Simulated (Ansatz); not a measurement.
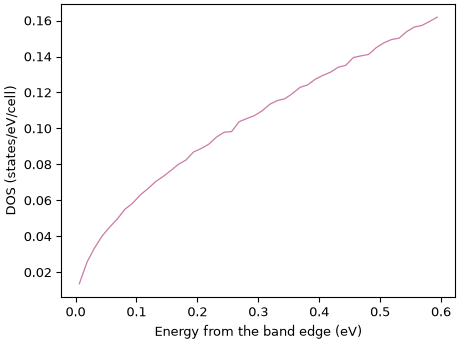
Fig. 1. Density of states of BN (P4_2/mnm) above the conduction band minimum, PBEsol, rigid bands (Ansatz, an electronic-structure program); cell volume 49.1 Å³.

### Question
What effective density of states at 300 K does this give (∫ g(E) exp(−E/k_BT) dE, both spins, divided by the cell's size)?

### Answer
1.4e19 cm⁻³, a density-of-states mass of 0.68 mₑ, valleys and band degeneracy included.

Spin-orbit coupling is left out. Geometry: cell and atoms relaxed with PBEsol.

Computed structure with no diffraction record at hand here (it may be known, metastable or hypothetical): BN (P4_2/mnm).
